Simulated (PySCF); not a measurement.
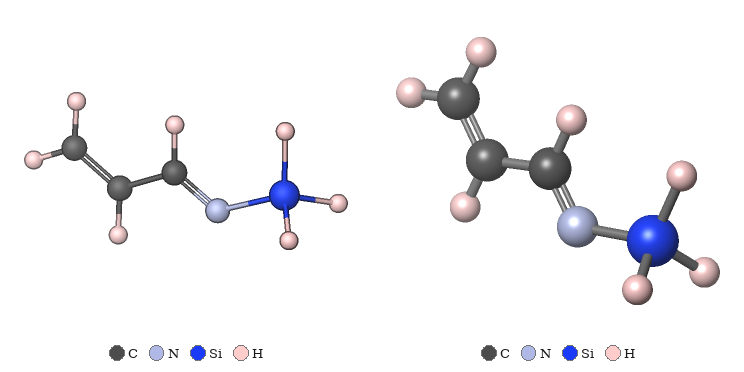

The same structure drawn twice, from different directions.

Computed geometry: PBE0-D3(BJ)/def2-SVP optimisation. No frequency run is at hand to confirm it as a minimum.

Identify the structure.

It has 12 atoms: 3 carbon, 7 hydrogen, 1 nitrogen and 1 silicon (C3H7NSi). SMILES: `C=C/C=N/[SiH3]`. It has no ring. Among its groups: alkene, imine, Si–H bond, Si–N bond. Coordination: 3 C trigonal planar; 1 N bent; 1 Si tetrahedral.

More results for the same structure follow; atom numbers are the same in all pictures, views and colours differ.

Levels of theory compared

No frequency run is at hand to confirm it as a minimum. Program: PySCF 2.14.0.

At this fixed geometry, give HOMO–LUMO gap (eV), HOMO energy (eV) at these levels: B97-2/pcSseg-2; BHandHLYP/pcSseg-2; CAM-B3LYP/pcSseg-2; LC-wPBE/pcSseg-2; PBE0/6-31G; PBE0/STO-3G; PBE0/pcSseg-2; WP04/pcSseg-2; mPW1PW91/pcSseg-2; ωB97X-D/pcSseg-2.

```
             level  HOMO–LUMO gap (eV)  HOMO energy (eV)
    B97-2/pcSseg-2                5.17             −6.96
BHandHLYP/pcSseg-2                7.96             −8.57
CAM-B3LYP/pcSseg-2                8.04             −8.64
  LC-wPBE/pcSseg-2               10.48             −9.97
        PBE0/6-31G                5.47             −6.79
       PBE0/STO-3G                5.68             −4.03
     PBE0/pcSseg-2                5.48             −7.23
     WP04/pcSseg-2                4.49             −8.26
 mPW1PW91/pcSseg-2                5.50             −7.26
  ωB97X-D/pcSseg-2                9.15             −9.12
```

Quadrupole coupling

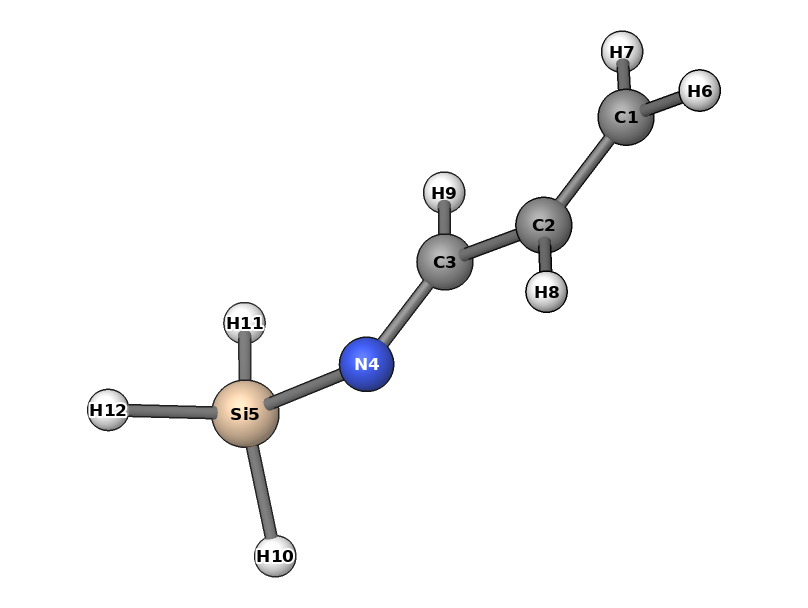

No frequency run is at hand to confirm it as a minimum. Electric field gradients from the ground-state density, PBE0/STO-3G (PySCF 2.14.0), non-relativistic apart from any core potentials.

Give the largest field-gradient component, the quadrupole coupling constant and the asymmetry for 14N at N4 (Q = 20.44 mb).

```json
{"atom": "N4", "V_zz (a.u.)": "−1.127", "e²qQ/h (MHz)": "−5.41", "η": "0.21"}
```

NMR shielding

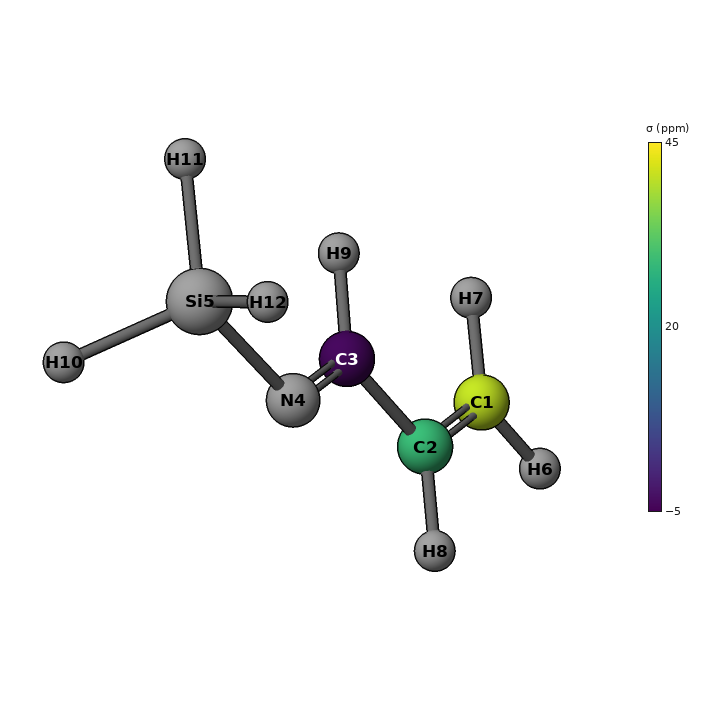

Atoms are coloured by their isotropic NMR shieldings (C only, the others grey). No frequency run is at hand to confirm it as a minimum. Properties computed with GIAO mPW1PW91/pcSseg-2 NMR shielding, non-relativistic, gas phase (PySCF 2.14.0).

List the isotropic NMR shieldings of the C atoms.

| atom | σ (ppm) |
| --- | --- |
| C1 | 40.3 |
| C2 | 28.8 |
| C3 | −3.7 |
